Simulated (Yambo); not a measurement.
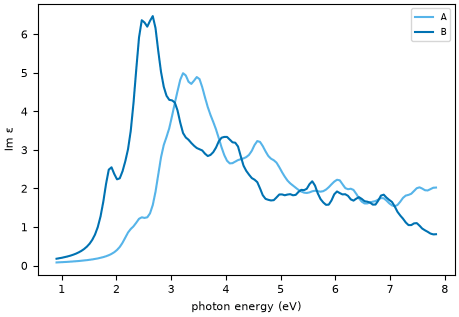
Two computed absorption spectra of Cs$_{2}$O (space group R-3m, No. 166) (Yambo, PBEsol bands with the same scissor, field along x)

Axes are Cartesian, with cell vectors (Å) (2.05, 1.18, 6.89), (-2.05, 1.18, 6.89), (0.00, -2.37, 6.89).

Which curve includes the electron-hole attraction (BSE)?

Curve B: the attraction moves weight to lower energy (centre of the plotted range 4.0 eV against 4.7 eV). Settings: 6×6×6 mesh, 3 valence and 10 conduction bands, static screening with 49 bands and a 4 Ry block, scissor 0.68 eV, Tamm-Dancoff. The scissor comes from a G0W0 run whose convergence isn't established. Broadening 0.15 eV. The band window holds all transitions up to 9.1 eV. On this mesh the peak heights and the fine structure are mesh artefacts; only the shift of weight is robust.

Geometry relaxed with PBEsol; primitive cell a = b = c = 7.2857 Å, α = β = γ = 32.71°.
